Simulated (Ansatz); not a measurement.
**AlAsH₈N₂ (built from SMILES [AsH3].[NH2][AlH][NH2]): search for a transition state**

Wanted: the transition state of a four-centre ligand exchange (form Al1–As6, H2–H5 and break Al1–H2, H5–As6). The guess is relaxed with those distances held, a saddle search follows, and vibrations and two downhill relaxations check it.

Program: Ansatz 0.2.0, Gaussian basis. Level of theory: PBE0-D4, def2-SVP first, then def2-TZVP. These are calculated values, not measurements.

152 further runs of the same task are left out: 152 set aside as unsound or not needed. Runs told in other sessions of the task aren't counted.

## Step 1: The system as given

The guess: 12 atoms, charge 0, spin multiplicity 1.

Atoms are counted from 1 here; the program's logs count them from 0.

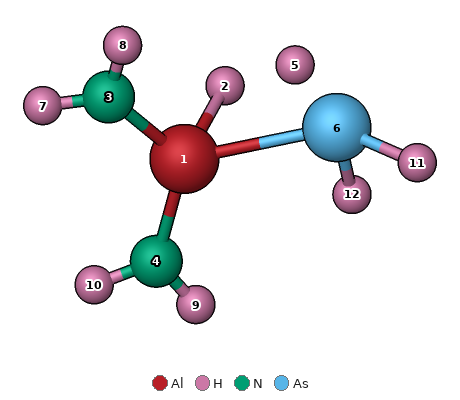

Start geometry, drawn with aluminium red, hydrogen pink, nitrogen teal, arsenic blue; atoms are numbered from 1 in the order of the file.

Coordinates:

```xyz
12
AlAsH8N2
Al   -0.1886    0.2548    0.2503
H    -0.5651    0.5332   -1.4694
N     0.3461    1.8264    0.9059
N    -1.5012   -0.7062    0.9897
H     0.2979    0.0996   -2.0966
As    1.5154   -0.8616   -1.0647
H    -0.1702    2.3910    1.5665
H     1.1851    2.3369    0.6599
H    -1.8034   -1.6464    0.7663
H    -2.1152   -0.3547    1.7129
H     2.5706   -1.9807   -1.0177
H     0.4286   -1.8923   -1.2030
```

Distances that are to change: Al1–As6 2.42 Å, H2–H5 1.15 Å, Al1–H2 1.78 Å, H5–As6 1.86 Å.

## Step 2: Relaxing the guess with the reacting distances held

Input file hold/in.yaml:

```yaml
crystal:
  periodic: [false, false, false]
  atoms:
    - {symbol: Al, position_ang: [-0.188600, 0.254800, 0.250300]}
    - {symbol: H, position_ang: [-0.565100, 0.533200, -1.469400]}
    - {symbol: N, position_ang: [0.346100, 1.826400, 0.905900]}
    - {symbol: N, position_ang: [-1.501200, -0.706200, 0.989700]}
    - {symbol: H, position_ang: [0.297900, 0.099600, -2.096600]}
    - {symbol: As, position_ang: [1.515400, -0.861600, -1.064700]}
    - {symbol: H, position_ang: [-0.170200, 2.391000, 1.566500]}
    - {symbol: H, position_ang: [1.185100, 2.336900, 0.659900]}
    - {symbol: H, position_ang: [-1.803400, -1.646400, 0.766300]}
    - {symbol: H, position_ang: [-2.115200, -0.354700, 1.712900]}
    - {symbol: H, position_ang: [2.570600, -1.980700, -1.017700]}
    - {symbol: H, position_ang: [0.428600, -1.892300, -1.203000]}
basis:
  gaussian: {orbitals: def2-SVP}
hamiltonian: {xc: pbe0, dispersion: d4}
relax: {f_tol: 0.04, max_steps: 150, escape_saddle: false, constraints: [{distance: [0, 5]}, {distance: [1, 4]}, {distance: [0, 1]}, {distance: [4, 5]}]}
```

The run is started by

```bash
ansatz run in.yaml --threads 8 --pin off --events-out ev --progress --plain --max-ram 19148MiB
```

The log of the run:

```text
Functional definition: PBE0
  name "PBE0"
  cite "Adamo & Barone, J. Chem. Phys. 110, 6158 (1999) doi:10.1063/1.478522"
  cite "Perdew, Burke & Ernzerhof, Phys. Rev. Lett. 77, 3865 (1996) doi:10.1103/PhysRevLett.77.3865"
  parent pbe
  parameter a = 0.25
  parameter kappa = 0.804
  parameter beta = 0.06672455060314922
  exchange = (1 - a)*pbe_x(kappa = kappa, mu = beta*pi^2/3) + a*exact_x
  correlation = pbe_c(beta = beta)
1259 factors; integrals over basis functions are off by at most 3.0e-4 eV
mean field evaluation 1: about -70510.6306 eV, gradient 7.6e1 eV
mean field evaluation 2: about -70446.9505 eV, gradient 1.4e2 eV
mean field evaluation 4: about -70521.9232 eV, gradient 1.2e1 eV
mean field evaluation 8: about -70522.2905 eV, gradient 3.3e-1 eV
mean field evaluation 16: about -70522.2908 eV, gradient 5.6e-5 eV
mean field -70522.29082452 eV, -2591.6463860754 hartree, gradient 5.6e-5 eV, S^2 0.000000; 0 other end points of the search recorded, 0 dependent functions left out
the calculation of the forces begins
reference -70522.29085536 eV, -2591.6463872089 hartree; 34, 34 occupied and 84, 84 virtual orbitals, 1259 factors
relax step   1: F+E_penalty+E_count = -70522.51031482 eV  Δ(F+E_penalty+E_count) = +0.000e0 eV  max|allowed force component| = 3.597e-1 eV/Å  Δτ_max = 0.0000 Å  (27 SCF iters, accepted)
  distance Al 0 - As 5 held at 2.424704 Å   reaction = -9.1701e-1 eV/Å
  distance H 1 - H 4 held at 1.151589 Å   reaction = +1.4603e0 eV/Å
  distance Al 0 - H 1 held at 1.782309 Å   reaction = -4.7180e-1 eV/Å
  distance H 4 - As 5 held at 1.863070 Å   reaction = +4.8758e-1 eV/Å
these checks for a lower state are left out or cut short: starts, cluster_reference, orbital_swaps, neighbouring_geometries, increment
1259 factors; integrals over basis functions are off by at most 3.0e-4 eV
mean field -70522.42665038 eV, -2591.6513775837 hartree, gradient 1.4e-5 eV, S^2 0.000000; 0 other end points of the search recorded, 0 dependent functions left out
the calculation of the forces begins
reference -70522.42668126 eV, -2591.6513787185 hartree; 34, 34 occupied and 84, 84 virtual orbitals, 1259 factors
relax step   2: F+E_penalty+E_count = -70522.64555929 eV  Δ(F+E_penalty+E_count) = -1.352e-1 eV  max|allowed force component| = 4.301e-1 eV/Å  Δτ_max = 0.1943 Å  (29 SCF iters, accepted)
  distance Al 0 - As 5 held at 2.424704 Å   reaction = -5.7153e-1 eV/Å
  distance H 1 - H 4 held at 1.151589 Å   reaction = +1.6687e0 eV/Å
  distance Al 0 - H 1 held at 1.782309 Å   reaction = -7.2184e-1 eV/Å
  distance H 4 - As 5 held at 1.863070 Å   reaction = -9.7671e-3 eV/Å
these checks for a lower state are left out or cut short: starts, cluster_reference, orbital_swaps, neighbouring_geometries, increment
1259 factors; integrals over basis functions are off by at most 3.0e-4 eV
mean field -70522.46034200 eV, -2591.6526157280 hartree, gradient 2.1e-5 eV, S^2 0.000000; 0 other end points of the search recorded, 0 dependent functions left out
the calculation of the forces begins
reference -70522.46037285 eV, -2591.6526168616 hartree; 34, 34 occupied and 84, 84 virtual orbitals, 1259 factors
relax step   3: F+E_penalty+E_count = -70522.67882445 eV  Δ(F+E_penalty+E_count) = -3.327e-2 eV  max|allowed force component| = 2.525e-1 eV/Å  Δτ_max = 0.1285 Å  (28 SCF iters, accepted)
[... from here on, the SCF cycles and remarks between the steps are left out ...]
relax step   4: F+E_penalty+E_count = -70522.70322147 eV  Δ(F+E_penalty+E_count) = -2.440e-2 eV  max|allowed force component| = 2.797e-1 eV/Å  Δτ_max = 0.1262 Å  (27 SCF iters, accepted)
relax step   5: F+E_penalty+E_count = -70522.71548692 eV  Δ(F+E_penalty+E_count) = -1.227e-2 eV  max|allowed force component| = 4.247e-1 eV/Å  Δτ_max = 0.1340 Å  (27 SCF iters, accepted)
relax step   6: F+E_penalty+E_count = -70522.72544847 eV  Δ(F+E_penalty+E_count) = -9.962e-3 eV  max|allowed force component| = 5.007e-1 eV/Å  Δτ_max = 0.0992 Å  (28 SCF iters, accepted)
relax step   7: F+E_penalty+E_count = -70522.75337097 eV  Δ(F+E_penalty+E_count) = -2.792e-2 eV  max|allowed force component| = 1.947e-1 eV/Å  Δτ_max = 0.2000 Å  (29 SCF iters, accepted)
relax step   8: F+E_penalty+E_count = -70522.73546507 eV  Δ(F+E_penalty+E_count) = +1.791e-2 eV  max|allowed force component| = 2.560e-1 eV/Å  Δτ_max = 0.1997 Å  (27 SCF iters, rejected (line search))
relax step   9: F+E_penalty+E_count = -70522.76545883 eV  Δ(F+E_penalty+E_count) = -1.209e-2 eV  max|allowed force component| = 8.622e-2 eV/Å  Δτ_max = 0.0955 Å  (28 SCF iters, accepted)
relax step  10: F+E_penalty+E_count = -70522.77084764 eV  Δ(F+E_penalty+E_count) = -5.389e-3 eV  max|allowed force component| = 1.249e-1 eV/Å  Δτ_max = 0.0999 Å  (25 SCF iters, accepted)
relax step  11: F+E_penalty+E_count = -70522.77342831 eV  Δ(F+E_penalty+E_count) = -2.581e-3 eV  max|allowed force component| = 3.728e-1 eV/Å  Δτ_max = 0.1467 Å  (29 SCF iters, accepted)
relax step  12: F+E_penalty+E_count = -70522.78071684 eV  Δ(F+E_penalty+E_count) = -7.289e-3 eV  max|allowed force component| = 1.709e-1 eV/Å  Δτ_max = 0.0365 Å  (25 SCF iters, accepted)
relax step  13: F+E_penalty+E_count = -70522.78638883 eV  Δ(F+E_penalty+E_count) = -5.672e-3 eV  max|allowed force component| = 3.115e-1 eV/Å  Δτ_max = 0.0888 Å  (25 SCF iters, accepted)
relax step  14: F+E_penalty+E_count = -70522.79481961 eV  Δ(F+E_penalty+E_count) = -8.431e-3 eV  max|allowed force component| = 1.515e-1 eV/Å  Δτ_max = 0.0826 Å  (25 SCF iters, accepted)
relax step  15: F+E_penalty+E_count = -70522.78336508 eV  Δ(F+E_penalty+E_count) = +1.145e-2 eV  max|allowed force component| = 8.092e-1 eV/Å  Δτ_max = 0.1952 Å  (28 SCF iters, rejected (line search))
relax step  16: F+E_penalty+E_count = -70522.80038600 eV  Δ(F+E_penalty+E_count) = -5.566e-3 eV  max|allowed force component| = 6.146e-2 eV/Å  Δτ_max = 0.0974 Å  (28 SCF iters, accepted)
relax step  17: F+E_penalty+E_count = -70522.80564667 eV  Δ(F+E_penalty+E_count) = -5.261e-3 eV  max|allowed force component| = 2.567e-1 eV/Å  Δτ_max = 0.0978 Å  (25 SCF iters, accepted)
relax step  18: F+E_penalty+E_count = -70522.80790145 eV  Δ(F+E_penalty+E_count) = -2.255e-3 eV  max|allowed force component| = 2.229e-1 eV/Å  Δτ_max = 0.0388 Å  (24 SCF iters, accepted)
relax step  19: F+E_penalty+E_count = -70522.81158037 eV  Δ(F+E_penalty+E_count) = -3.679e-3 eV  max|allowed force component| = 1.920e-1 eV/Å  Δτ_max = 0.1299 Å  (28 SCF iters, accepted)
relax step  20: F+E_penalty+E_count = -70522.81333911 eV  Δ(F+E_penalty+E_count) = -1.759e-3 eV  max|allowed force component| = 2.166e-1 eV/Å  Δτ_max = 0.0906 Å  (26 SCF iters, accepted)
relax step  21: F+E_penalty+E_count = -70522.81569207 eV  Δ(F+E_penalty+E_count) = -2.353e-3 eV  max|allowed force component| = 1.378e-1 eV/Å  Δτ_max = 0.0218 Å  (25 SCF iters, accepted)
relax step  22: F+E_penalty+E_count = -70522.81730809 eV  Δ(F+E_penalty+E_count) = -1.616e-3 eV  max|allowed force component| = 5.578e-2 eV/Å  Δτ_max = 0.0289 Å  (25 SCF iters, accepted)
relax step  23: F+E_penalty+E_count = -70522.81850452 eV  Δ(F+E_penalty+E_count) = -1.196e-3 eV  max|allowed force component| = 5.754e-2 eV/Å  Δτ_max = 0.0553 Å  (25 SCF iters, accepted)
relax step  24: F+E_penalty+E_count = -70522.81921942 eV  Δ(F+E_penalty+E_count) = -7.149e-4 eV  max|allowed force component| = 5.387e-2 eV/Å  Δτ_max = 0.0681 Å  (25 SCF iters, accepted)
  distance Al 0 - As 5 held at 2.424704 Å   reaction = -4.6657e-1 eV/Å
  distance H 1 - H 4 held at 1.151589 Å   reaction = +1.3198e0 eV/Å
  distance Al 0 - H 1 held at 1.782309 Å   reaction = -3.1118e-1 eV/Å
  distance H 4 - As 5 held at 1.863070 Å   reaction = +7.4623e-2 eV/Å
these checks for a lower state are left out or cut short: starts, cluster_reference, orbital_swaps, neighbouring_geometries, increment
1259 factors; integrals over basis functions are off by at most 7.7e-4 eV
mean field evaluation 160: about -70522.6016 eV, gradient 3.5e-4 eV
mean field -70522.60164053 eV, -2591.6578083533 hartree, gradient 1.3e-5 eV, S^2 0.000000; 0 other end points of the search recorded, 0 dependent functions left out
the calculation of the forces begins
reference -70522.60167189 eV, -2591.6578095057 hartree; 34, 34 occupied and 84, 84 virtual orbitals, 1259 factors
relax step  25: F+E_penalty+E_count = -70522.81941138 eV  Δ(F+E_penalty+E_count) = -1.920e-4 eV  max|allowed force component| = 2.372e-2 eV/Å  Δτ_max = 0.0066 Å  (23 SCF iters, accepted)
  distance Al 0 - As 5 held at 2.424704 Å   reaction = -4.6227e-1 eV/Å
  distance H 1 - H 4 held at 1.151589 Å   reaction = +1.3165e0 eV/Å
  distance Al 0 - H 1 held at 1.782309 Å   reaction = -3.0272e-1 eV/Å
  distance H 4 - As 5 held at 1.863070 Å   reaction = +8.7253e-2 eV/Å
1259 factors; integrals over basis functions are off by at most 7.7e-4 eV
mean field -70522.60164053 eV, -2591.6578083533 hartree, gradient 1.3e-5 eV, S^2 0.000000; 1 other end points of the search recorded, 0 dependent functions left out
the calculation of the forces begins
reference -70522.60167189 eV, -2591.6578095057 hartree; 34, 34 occupied and 84, 84 virtual orbitals, 1259 factors
Total energy: -70522.81944273 eV, -2591.6658124366 hartree
Atom 0 at    -0.264134     0.287735     0.191104 Å, force    -0.183586     0.203234     0.519044 eV/Å
Atom 1 at    -0.939289     0.630653    -1.422339 Å, force     0.756952    -0.838806    -0.691454 eV/Å
Atom 2 at     0.549563     1.677019     0.951547 Å, force    -0.002657     0.015818     0.011692 eV/Å
Atom 3 at    -1.695685    -0.551346     0.851151 Å, force    -0.006749    -0.001995    -0.011930 eV/Å
Atom 4 at    -0.180334    -0.155173    -1.786512 Å, force    -0.800750     0.849986     0.449966 eV/Å
Atom 5 at     1.242857    -1.126126    -1.077425 Å, force     0.229780    -0.211444    -0.271111 eV/Å
Atom 6 at     0.066062     2.468980     1.362274 Å, force     0.010843    -0.022837    -0.013838 eV/Å
Atom 7 at     1.545801     1.857947     0.913312 Å, force    -0.003786     0.001900    -0.000619 eV/Å
Atom 8 at    -2.539999    -0.761420     0.331810 Å, force     0.019192     0.004415     0.016961 eV/Å
Atom 9 at    -1.761352    -0.919741     1.793453 Å, force     0.000663     0.003202    -0.012408 eV/Å
Atom 10 at     2.696477    -0.806098    -1.311377 Å, force    -0.023717    -0.005170     0.005183 eV/Å
Atom 11 at     1.280033    -2.602430    -0.796898 Å, force     0.003815     0.001697    -0.001487 eV/Å
Dipole moment:     0.078967    -0.040036     0.060058 e Å
```

Wall time 1.8 min (8 threads of Intel Xeon at 2.50GHz, shared host).

Relaxation path: (the energy doesn't fall at every step)

| step | energy from step 1 (eV) | largest force component (eV/Å) |
| --- | --- | --- |
| 1 | 0.0000 | 0.3597 |
| 2 | -0.1352 | 0.4301 |
| 3 | -0.1685 | 0.2525 |
| 4 | -0.1929 | 0.2797 |
| 5 | -0.2052 | 0.4247 |
| 6 | -0.2151 | 0.5007 |
| 7 | -0.2431 | 0.1947 |
| 8 | -0.2251 | 0.2560 |
| 9 | -0.2551 | 0.0862 |
| 10 | -0.2605 | 0.1249 |
| 11 | -0.2631 | 0.3728 |
| 12 | -0.2704 | 0.1709 |
| 13 | -0.2761 | 0.3115 |
| 14 | -0.2845 | 0.1515 |
| 15 | -0.2730 | 0.8092 |
| 16 | -0.2901 | 0.0615 |
| 17 | -0.2953 | 0.2567 |
| 18 | -0.2976 | 0.2229 |
| 19 | -0.3013 | 0.1920 |
| 20 | -0.3030 | 0.2166 |
| 21 | -0.3054 | 0.1378 |
| 22 | -0.3070 | 0.0558 |
| 23 | -0.3082 | 0.0575 |
| 24 | -0.3089 | 0.0539 |
| 25 | -0.3091 | 0.0237 |

Close pairs (by a distance rule), those that changed most:

| bond | before (Å) | after (Å) | change (Å) |
| --- | --- | --- | --- |
| As6–H11 | 1.539 | 1.507 | -0.032 |
| Al1–N3 | 1.785 | 1.781 | -0.004 |
| N3–H7 | 1.011 | 1.015 | +0.004 |
| N4–H10 | 1.012 | 1.014 | +0.002 |
| Al1–N4 | 1.787 | 1.786 | -0.001 |
| As6–H12 | 1.504 | 1.503 | -0.001 |
| N3–H8 | 1.012 | 1.013 | +0.001 |
| N4–H9 | 1.013 | 1.013 | +0.001 |

## Step 3: A starting Hessian

Input file hessian/in.yaml:

```yaml
crystal:
  periodic: [false, false, false]
  atoms:
    - {symbol: Al, position_ang: [-0.264134, 0.287735, 0.191104]}
    - {symbol: H, position_ang: [-0.939289, 0.630653, -1.422339]}
    - {symbol: N, position_ang: [0.549563, 1.677019, 0.951547]}
    - {symbol: N, position_ang: [-1.695685, -0.551346, 0.851151]}
    - {symbol: H, position_ang: [-0.180334, -0.155173, -1.786512]}
    - {symbol: As, position_ang: [1.242857, -1.126126, -1.077425]}
    - {symbol: H, position_ang: [0.066062, 2.468980, 1.362274]}
    - {symbol: H, position_ang: [1.545801, 1.857947, 0.913312]}
    - {symbol: H, position_ang: [-2.539999, -0.761420, 0.331810]}
    - {symbol: H, position_ang: [-1.761352, -0.919741, 1.793453]}
    - {symbol: H, position_ang: [2.696477, -0.806098, -1.311377]}
    - {symbol: H, position_ang: [1.280033, -2.602430, -0.796898]}
basis:
  gaussian: {orbitals: def2-SVP}
hamiltonian: {xc: pbe0, dispersion: d4}
phonons: {}
scf: {lower_state_search: off}
```

The run is started by

```bash
ansatz run in.yaml --threads 8 --pin off --events-out ev --progress --plain --max-ram 19148MiB
```

The log of the run (excerpt; [...] marks lines left out):

```text
[... 5 set-up lines as earlier in the session ...]
[...]
1261 factors; integrals over basis functions are off by at most 4.6e-4 eV
[...]
mean field -70522.60163592 eV, -2591.6578081839 hartree, gradient 6.7e-6 eV, S^2 0.000000; 0 other end points of the search recorded, 0 dependent functions left out
[...]
WARN: phonons: modes at or below zero, which the zero-point energy, F, S and C_V leave out: 1, the lowest at -1222.29 cm⁻¹. A minimum has none, and a first-order saddle one
[...]
Atom 11 at     1.280033    -2.602430    -0.796898 Å, force     0.003795     0.001672    -0.001510 eV/Å
Dipole moment:     0.078965    -0.040036     0.060059 e Å
Vibrations: -1222.29 92.26 146.45 178.71 233.31 244.60 278.65 324.48 341.09 349.17 395.80 418.43 566.25 647.25 660.57 734.78 799.08 881.06 987.40 1200.95 1257.37 1517.35 1519.02 1627.31 2285.41 2322.86 3609.32 3615.45 3708.26 3713.34 cm⁻¹, zero-point energy 2.148397 eV
Checks for a lower state left out: stability, starts, cluster_reference, orbital_swaps, neighbouring_geometries, increment
```

It took 2.7 min on 8 threads of Intel Xeon at 2.50GHz, shared host.

The structure is not stationary yet, so these wavenumbers are no spectrum; the search needs only the force constants.

## Step 4: Saddle search in the small basis

The search itself is an outer loop (partitioned rational-function steps, Bofill update of the Hessian). Each step is one single-point run with forces. It stops when the largest force is under 0.04 eV/Å and the followed curvature is negative. The first step's input:

Input file presaddle/in.yaml:

```yaml
crystal:
  periodic: [false, false, false]
  atoms:
    - {symbol: Al, position_ang: [-0.264134, 0.287735, 0.191104]}
    - {symbol: H, position_ang: [-0.939289, 0.630653, -1.422339]}
    - {symbol: N, position_ang: [0.549563, 1.677019, 0.951547]}
    - {symbol: N, position_ang: [-1.695685, -0.551346, 0.851151]}
    - {symbol: H, position_ang: [-0.180334, -0.155173, -1.786512]}
    - {symbol: As, position_ang: [1.242857, -1.126126, -1.077425]}
    - {symbol: H, position_ang: [0.066062, 2.468980, 1.362274]}
    - {symbol: H, position_ang: [1.545801, 1.857947, 0.913312]}
    - {symbol: H, position_ang: [-2.539999, -0.761420, 0.331810]}
    - {symbol: H, position_ang: [-1.761352, -0.919741, 1.793453]}
    - {symbol: H, position_ang: [2.696477, -0.806098, -1.311377]}
    - {symbol: H, position_ang: [1.280033, -2.602430, -0.796898]}
basis:
  gaussian: {orbitals: def2-SVP}
hamiltonian: {xc: pbe0, dispersion: d4}
output: {forces: true}
scf: {lower_state_search: off}
```

The run is started by

```bash
ansatz run in.yaml --threads 8 --pin off --events-out ev --progress --plain --max-ram 19148MiB
```

The driver's record:

| step | energy (eV) | largest force (eV/Å) | followed curvature (eV/Å²) |
| --- | --- | --- | --- |
| 1 | -70522.81943 | 0.8500 | -8.28 |
| 2 | -70522.84856 | 0.4865 | -8.19 |
| 3 | -70522.85956 | 0.2474 | -8.23 |
| 4 | -70522.81689 | 1.5803 | -8.23 |
| 5 | -70522.82924 | 1.3188 | -8.28 |
| 6 | -70522.85441 | 0.2465 | -8.30 |
| 7 | -70522.85775 | 0.3218 | -8.30 |
| 8 | -70522.86225 | 0.2791 | -8.30 |
| 9 | -70522.86497 | 0.2592 | -8.30 |
| 10 | -70522.86689 | 0.1053 | -8.30 |
| 11 | -70522.86626 | 0.3412 | -8.30 |
| 14 | -70522.87013 | 0.1038 | -8.33 |
| 17 | -70522.88576 | 0.3137 | -8.34 |
| 20 | -70523.01018 | 1.6931 | -8.37 |
| 23 | -70523.14840 | 0.4474 | -8.89 |
| 26 | -70523.16684 | 0.2194 | -8.93 |
| 29 | -70523.17609 | 0.2509 | -8.94 |
| 32 | -70523.18123 | 0.2100 | -8.97 |
| 35 | -70523.18760 | 0.1547 | -9.02 |
| 38 | -70523.19034 | 0.2447 | -8.87 |
| 39 | -70523.19257 | 0.1010 | -8.83 |
| 40 | -70523.19458 | 0.1132 | -8.36 |
| 41 | -70523.19660 | 0.1103 | -8.41 |
| 42 | -70523.19873 | 0.1239 | -8.42 |
| 43 | -70523.20024 | 0.0949 | -8.57 |
| 44 | -70523.19934 | 0.2479 | -8.38 |
| 45 | -70523.20047 | 0.1106 | -8.24 |
| 46 | -70523.20061 | 0.0399 | -7.40 |

The 46 steps took 2.8 min in all (8 threads of Intel Xeon at 2.50GHz, shared host).

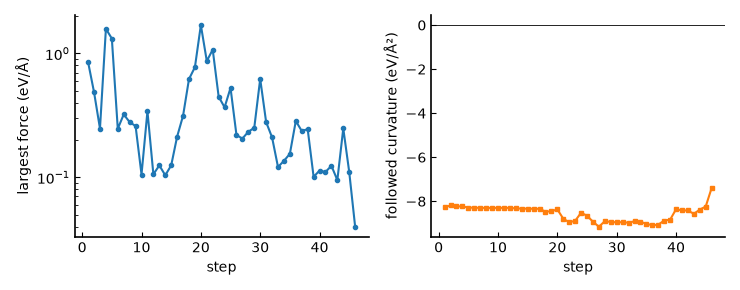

Largest force and followed curvature during the search.

(Part 1 of 3 ends here.)
